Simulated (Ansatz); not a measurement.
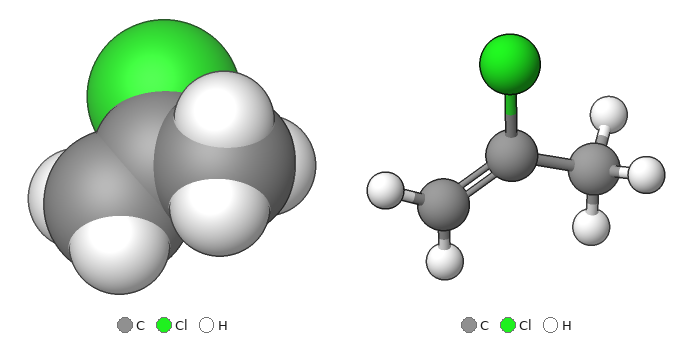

Both panels show the same species.

Identify the structure.

It has 9 atoms: 3 carbon, 5 hydrogen and 1 chlorine (C3H5Cl). Its SMILES string is `C=C(C)Cl`. It has no ring. Among its groups: alkene, C–Cl bond. The point group is Cs. Coordination: 2 C trigonal planar; 1 C tetrahedral.

The parts below concern this one geometry. Atoms keep their numbers from picture to picture. The computed structure is the end point of a PBE0-D4/def2-TZVP optimisation.

Shape

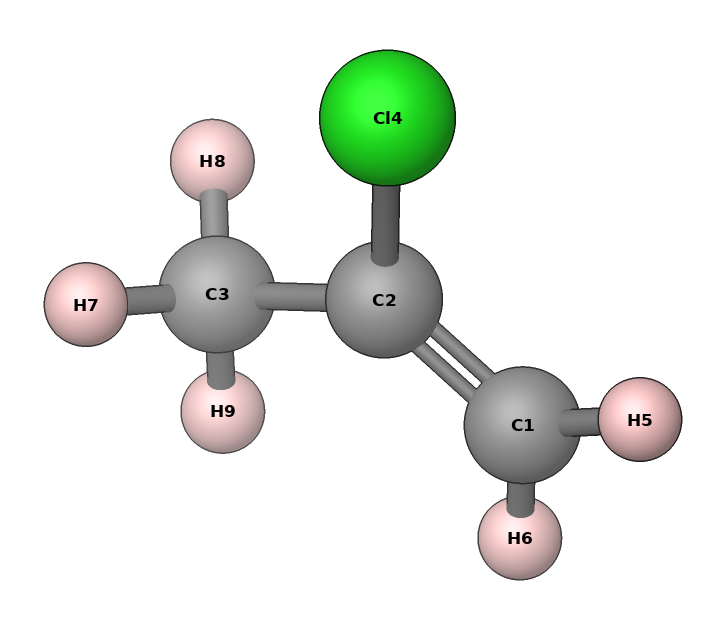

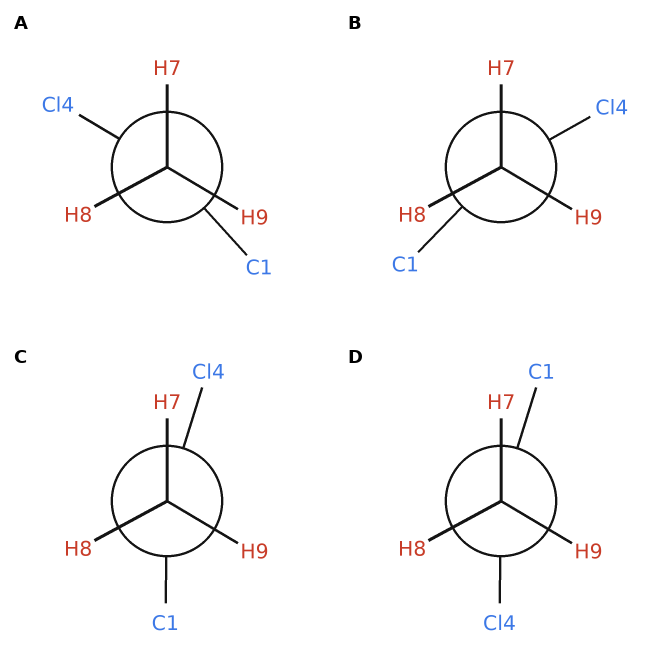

Depth is shown by fading: the farther an atom, the more it takes the colour of the background. Bonds that would overlap in a projection are set slightly apart.

Which Newman projection shows the view along C3–C2, with C3 in front?

A. The torsion angle H7–C3–C2–Cl4 is −59°, synclinal (gauche).

Charges

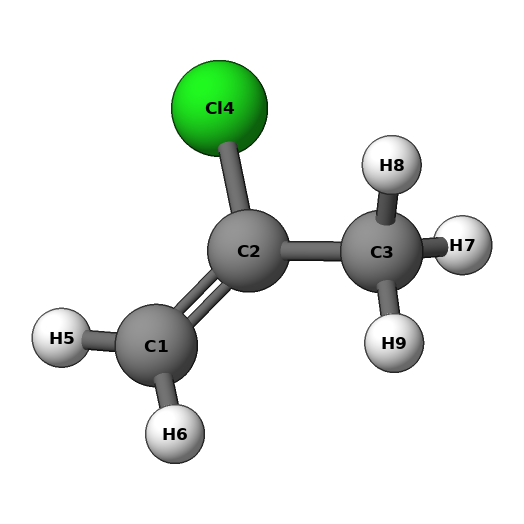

The questions are on Mulliken charges. Method: RKS PBE-D4/def2-TZVPP (Ansatz 0.2.0).

Which atom carries the highest charge (most positive or least negative)?

H5, H7, H8 (0.10 e).

And the lowest?

C1 (−0.22 e).

List the Mulliken charges.

| atom | value (e) |
| --- | --- |
| C1 | −0.22 |
| C2 | 0.07 |
| C3 | −0.21 |
| Cl4 | −0.12 |
| H5 | 0.10 |
| H6 | 0.08 |
| H7 | 0.10 |
| H8 | 0.10 |
| H9 | 0.08 |

Electronic properties

Properties computed with RKS revPBE-D4/def2-TZVPP (Ansatz 0.2.0).

Predict the main results.

- HOMO energy (Kohn–Sham orbital): −6.08 eV
- LUMO energy (Kohn–Sham orbital): −0.93 eV
- HOMO–LUMO gap: 5.15 eV
- dispersion correction: −55.4 kJ/mol

Vibrations

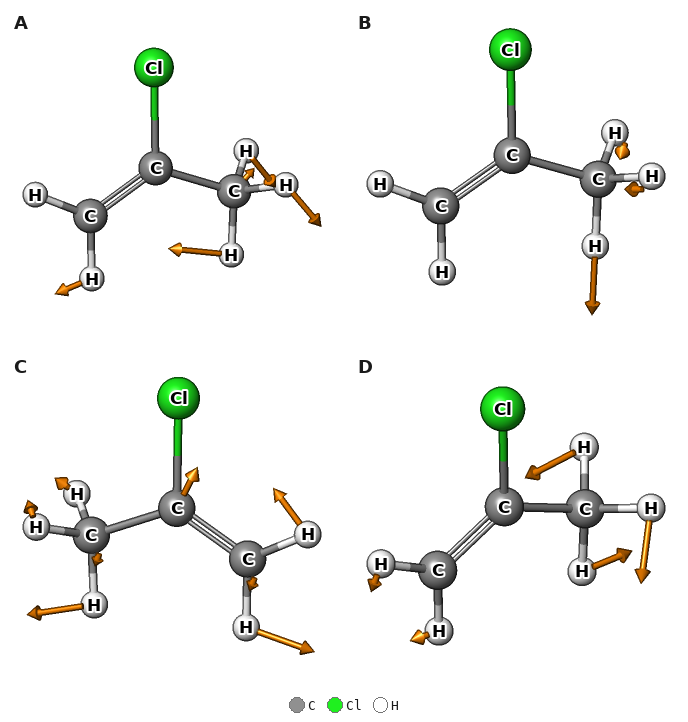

4 normal modes of one molecule or complex, as arrows. Harmonic vibrations computed with RKS PBE0-D4/def2-TZVP (Ansatz 0.2.0) at a stationary point of the same level.

Match the panels to the wavenumbers 1016 cm⁻¹, 1205 cm⁻¹, 1478 cm⁻¹, 3147 cm⁻¹.

A: 1016 cm⁻¹, C–C–H bending
B: 3147 cm⁻¹, C–H stretching
C: 1205 cm⁻¹
D: 1478 cm⁻¹, H–C–H bending

Mulliken values depend strongly on the basis set and can even reverse the polarity of a bond.
